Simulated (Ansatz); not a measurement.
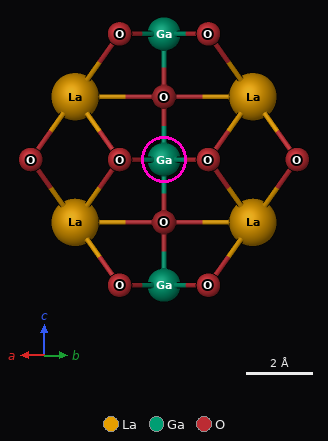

Perfect LaGaO3. A ball-and-stick model of the atoms within 5.4 Å of one point, in a slice 4.2 Å thick across the line of sight, seen along [110].

Computed with Ansatz, DFT, PBEsol, PAW, plane waves. Settings: plane-wave cutoff 420 eV; k-point mesh 1 × 1 × 1; mesh shifted by (0.25, 0.25, 0.25); no spin polarisation. Fermi-Dirac smearing of 0.01 eV. A uniform background neutralises the charged cell. The axes drawn are those of the host's conventional cell.

A gallium atom is taken out (a vacancy) at the ringed place, in charge state −3. The supercell has 40 sites, and the atoms are relaxed at the host's cell.

How do the neighbours respond?

Around the empty Ga site the host had 6 O at 1.93 Å; after relaxation the nearest atoms are 6 O at 2.07 to 2.10 Å. Of the host's atoms, an oxygen atom moves furthest from its site, by 0.49 Å.

The relaxed defect, seen from the same direction:

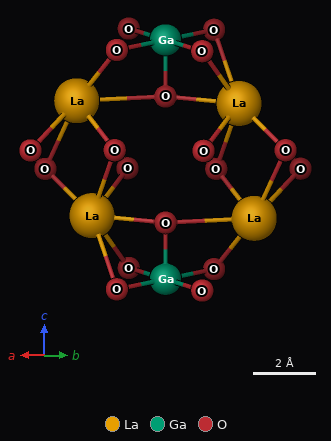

Limits of the set-up: the periodic images lie only 7.7 Å apart, so the values are limited by the cell's size; the cell is charged, on a uniform background, and energies carry no finite-size correction.
